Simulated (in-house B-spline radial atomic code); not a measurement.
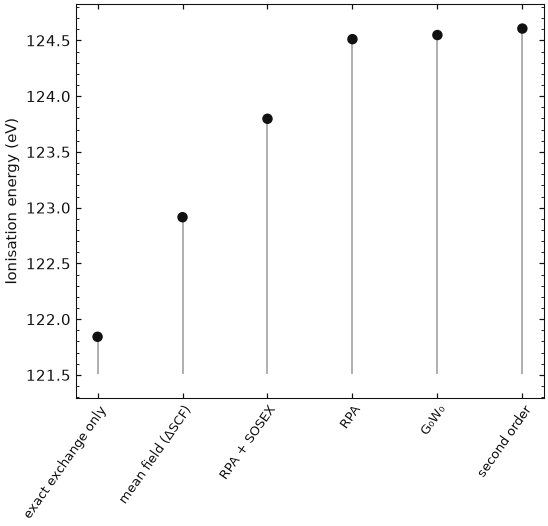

**Figure 1.** The ionisation energy of Ar⁶⁺ ([Ne] 3s² → [Ne] 3s) across levels of theory. All-electron spherical atom, non-relativistic, SCAN start, no spin-orbit coupling, Breit or QED terms; computed with a B-spline radial code. Differences of total energies, each species on its own start, beside the G₀W₀ level. The values run from 121.84 eV (exact exchange only) to 124.61 eV (second order).

```
             Method  Ionisation energy (eV)
  mean field (ΔSCF)                  122.91
exact exchange only                  121.84
       second order                  124.61
                RPA                  124.51
        RPA + SOSEX                  123.80
               G₀W₀                  124.55
```

Run report: Ar⁶⁺, RPA and GW calculation

Ar⁶⁺, configuration [Ne] 3s2. Computed at this level: RPA, second-order and SOSEX correlation energies and G0W0 (contour deformation) on a non-relativistic mean field, all electrons, B-spline basis (in-house B-spline radial atomic code).

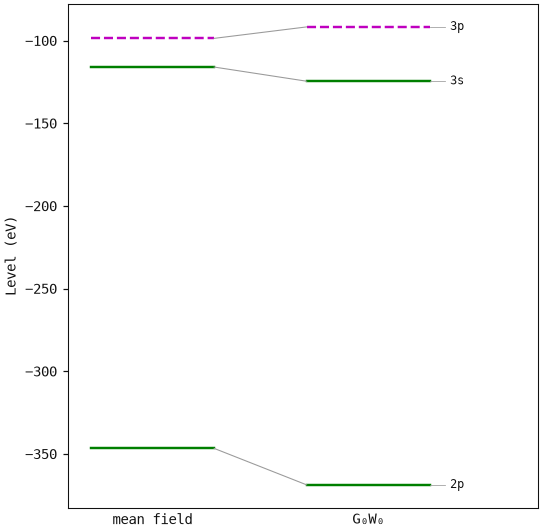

**Figure 2.** Mean-field and G₀W₀ levels (solid occupied, dashed empty) for Ar⁶⁺ ([Ne] 3s²). The quasi-particle equation is solved at full frequency; levels of low quasi-particle weight Z are left out. Σ columns are in eV, and Σc holds an estimate for the angular momenta beyond the basis. G₀W₀ moves the highest occupied level, 3s, from −115.98 to −124.55 eV (renormalisation factor Z = 0.96). The empty level 3p goes from −98.62 to −91.69 eV.

| Level | Mean field (eV) | Σx − vxc (eV) | Σc (eV) | Z | G₀W₀ (eV) |
| --- | --- | --- | --- | --- | --- |
| 3p | −98.62 | 9.01 | −2.08 | 0.95 | −91.69 |
| 3s | −115.98 | −6.06 | −2.51 | 0.96 | −124.55 |
| 2p | −346.70 | −26.26 | 4.19 | 0.95 | −368.77 |

These pictures come from the run below.

### The input
```
Z = 18
electrons = 12.0
configuration = [Ne] 3s2
hamiltonian = nr
method = scan,scan
lmax = 9
spin_polarised = False
box_radius = 9.29
intervals = 47
ion_configuration = [Ne] 3s1
```

Launched within a batch (the task file carries these settings):
```bash
python <driver script> task.json out
```

The program writes its results to a structured record and prints no log; tables and figures of this report are taken from that record.

### Summary

```
                                                                   quantity                      value
                                                                    outcome                  converged
                                                    mean-field total energy         −516.20210 hartree
                                     total energy with exact exchange alone         −515.67659 hartree
                                                      exact exchange energy          −27.26233 hartree
RPA correlation, extrapolated in the angular momentum of the empty orbitals           −0.76429 hartree
                                                 RPA correlation, as summed           −0.76083 hartree
                                                   direct second-order term           −0.86704 hartree
                                                 second-order exchange term            0.31929 hartree
                                                                 SOSEX term            0.28381 hartree
                                                                   hardware  1 CPU thread, shared host
                                                                  wall time                      2.6 s
```

### Notes

Limits: relativity is absent.
